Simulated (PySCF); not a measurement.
# C5H12Si3: what the fields show

```yaml
atoms:
  - { symbol: C, position_ang: [-2.7300, 1.9464, 0.3576] }
  - { symbol: C, position_ang: [-1.8458, 1.1386, 0.2827] }
  - { symbol: C, position_ang: [-0.7894, 0.1682, 0.1982] }
  - { symbol: Si, position_ang: [-1.1100, -0.8987, -1.3580] }
  - { symbol: Si, position_ang: [-0.8549, -0.8835, 1.7959] }
  - { symbol: Si, position_ang: [0.8620, 1.1362, 0.0484] }
  - { symbol: C, position_ang: [2.2931, -0.0837, 0.0270] }
  - { symbol: C, position_ang: [2.9550, -0.4505, -1.0583] }
  - { symbol: H, position_ang: [-3.5025, 2.6524, 0.4221] }
  - { symbol: H, position_ang: [-0.0568, -1.9096, -1.4812] }
  - { symbol: H, position_ang: [-2.4154, -1.5541, -1.2435] }
  - { symbol: H, position_ang: [-1.1149, -0.0381, -2.5445] }
  - { symbol: H, position_ang: [-0.5894, -0.0296, 2.9574] }
  - { symbol: H, position_ang: [0.1500, -1.9476, 1.7215] }
  - { symbol: H, position_ang: [-2.1858, -1.4776, 1.9410] }
  - { symbol: H, position_ang: [1.0042, 2.0344, 1.2038] }
  - { symbol: H, position_ang: [0.8588, 1.9366, -1.1829] }
  - { symbol: H, position_ang: [2.5857, -0.5186, 0.9753] }
  - { symbol: H, position_ang: [3.7680, -1.1615, -1.0362] }
  - { symbol: H, position_ang: [2.7129, -0.0492, -2.0292] }
```

Geometry: GFN2-xTB.

Computed with PBE0/pcSseg-1, SCF density, gas phase, non-relativistic in PySCF.

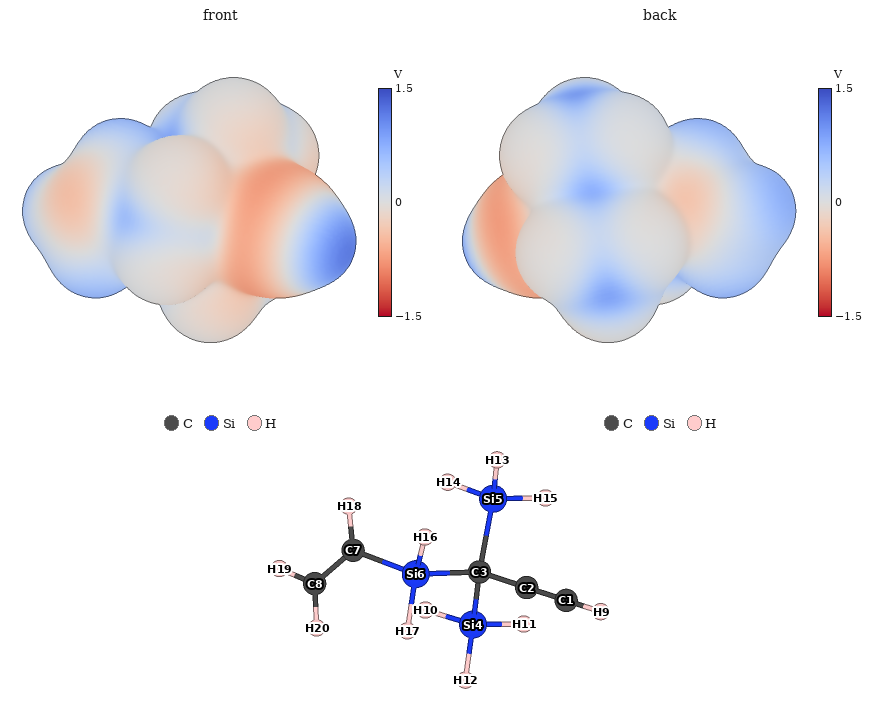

Figure 1. The electrostatic potential painted on the density surface at 0.001 e/bohr³, seen from the front and from behind; the colour scale runs from red (negative) to blue (positive). The bare structure is drawn below in the same view.

Question: Describe the electrostatic potential map.

Answer: The most negative region (about −0.7 V) lies over C1 and C2, the most positive (about +1.1 V) over H9.

Question: What dipole moment does the calculation give?

Answer: Its dipole moment is 1.00 D.

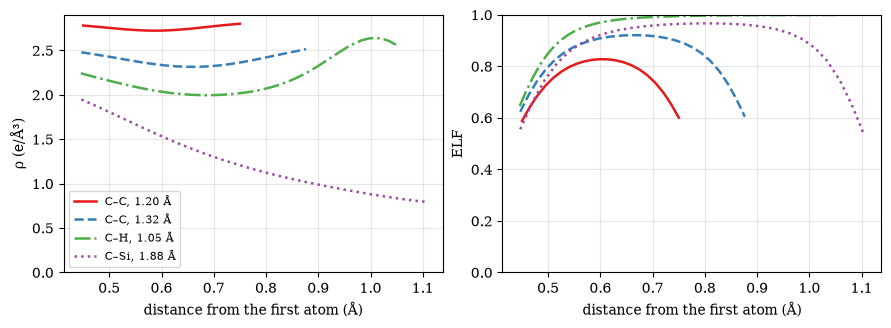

Figure 2. Electron density and electron localisation function along straight lines between neighbouring atoms. The curves leave out the atomic cores.

Question: What kind of bonding do the profiles show?

Answer: C–C (1.20 Å): ρ is about 2.7 e/Å³ halfway; the ELF peaks at about 0.85 between the atoms; a multiple bond.
C–C (1.32 Å): the density is about 2.3 e/Å³ at the midpoint; the ELF peaks at about 0.90 between the atoms: a short, multiple covalent bond.
C–H (1.05 Å): the density is about 2.1 e/Å³ at the midpoint; the ELF climbs to about 1 towards the hydrogen, as it does in any bond to H; an ordinary covalent bond to hydrogen.
C–Si (1.88 Å): ρ is about 0.94 e/Å³ halfway; the ELF peaks at about 0.95 between the atoms: localised, covalent bonding.
